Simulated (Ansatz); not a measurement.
## Electronic structure of C$_{6}$H$_{5}$O (pho) (doublet) in real space

Input

```
crystal:
  periodic: [false, false, false]
  atoms:
    - { symbol: O, position_ang: [2.37738778, -0.35092006, -0.31813243] }
    - { symbol: C, position_ang: [1.14892577, -0.20162244, -0.16810925] }
    - { symbol: C, position_ang: [0.21190374, -1.22690553, -0.56467594] }
    - { symbol: C, position_ang: [-1.13507571, -1.04991428, -0.39421037] }
    - { symbol: C, position_ang: [-1.62538623, 0.13556689, 0.17069308] }
    - { symbol: C, position_ang: [-0.74949408, 1.15500209, 0.5687541] }
    - { symbol: C, position_ang: [0.60203339, 1.0040225, 0.40965023] }
    - { symbol: H, position_ang: [0.62424709, -2.1307037, -0.99794476] }
    - { symbol: H, position_ang: [-1.83086786, -1.82528351, -0.69496423] }
    - { symbol: H, position_ang: [-2.69361916, 0.26538965, 0.30115719] }
    - { symbol: H, position_ang: [-1.15078271, 2.06370615, 1.00349599] }
    - { symbol: H, position_ang: [1.30672799, 1.77205223, 0.70652638] }
magnetization:
  spin_polarized: true
  initial_magnetization: 1
basis:
  gaussian: { orbitals: def2-TZVPD }
hamiltonian:
  xc: r2scan
output:
  orbitals: {}
```

Run with:

```sh
ansatz run input.yaml --threads 4 --pin off --max-ram 10240MiB --backend cpu --events-out ev --progress --plain --runs-dir out
```

⟨S²⟩ = 0.81, above the pure value of 0.75.

Method: DFT r2SCAN, Gaussian basis def2-TZVPD in Ansatz 0.2.0.

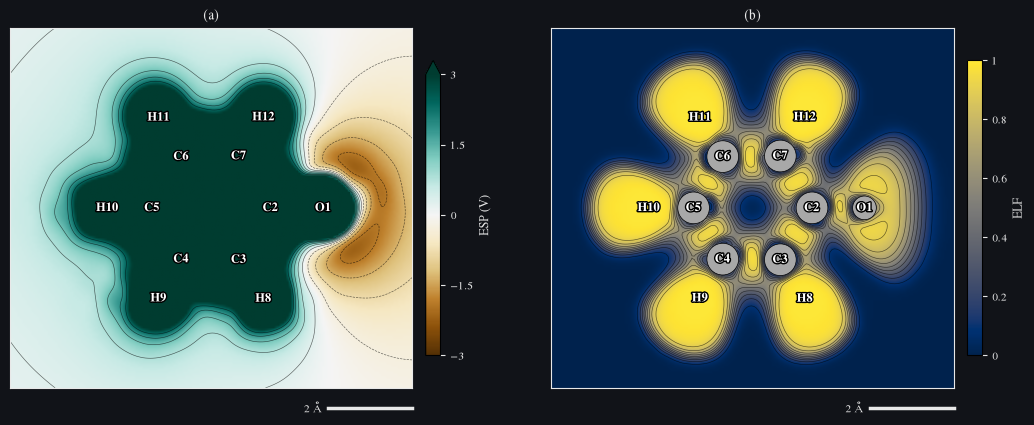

Figure 1. (a) molecular electrostatic potential; (b) ELF on the molecular plane. Grey discs cover the atomic cores in the ELF map.

Read the bonding off the picture.

Answer. The plane passes through O, C and H nuclei. C–O (1.25 Å): the ELF peaks at about 0.90 between the atoms: a polar covalent bond. C–C (1.37 Å): the ELF peaks at about 0.95 between the atoms, as expected for a covalent bond. C–H (1.08 Å): the ELF climbs to about 1 towards the hydrogen, as it does in any bond to H: an ordinary covalent bond to hydrogen. C–C (1.44 Å): the ELF peaks at about 0.95 between the atoms, as expected for a covalent bond. The ELF also peaks beside O1, away from the bonds: non-bonding electrons, paired or unpaired. Outside the dense part of the molecule the potential is most negative (−2.2 V) near O1.

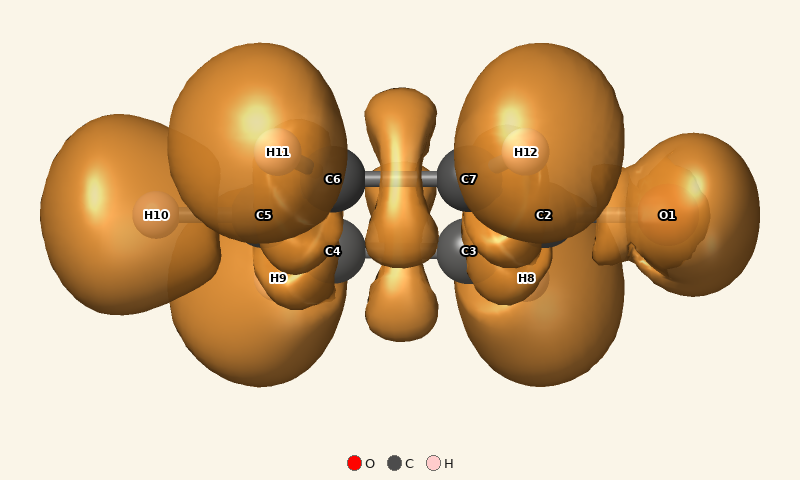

Figure 2. Isosurface of the electron localisation function at 0.75 (orange), seen from one side. Only the valence region is drawn (cores and ρ < 0.01 e/Å³ removed).

What do the ELF domains correspond to?

Answer. The surface consists of six regions between bonded C–C atoms (shared pairs), five regions around hydrogen nuclei and one region on O in which the atom's valence shell and bonds are merged.

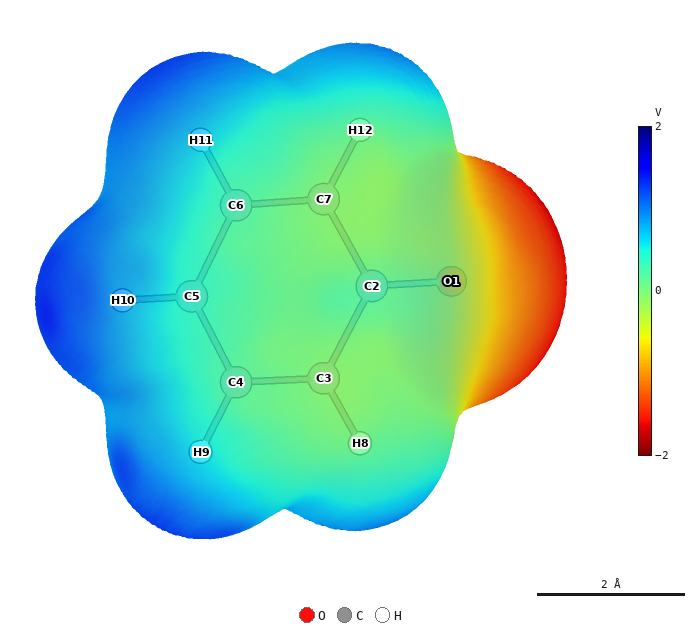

Figure 3. The molecular electrostatic potential painted on the density surface at 0.002 e/bohr³, seen at a tilt; the colour scale runs from red (negative) to blue (positive).

Which sites attract a positive test charge, and which a negative one?

Answer. A positive charge is drawn to the negative regions and a negative charge to the positive ones. The most negative region (about −1.8 V) lies over O1, the most positive (about +1.4 V) over H10. O1 is the likeliest acceptor of a hydrogen bond.
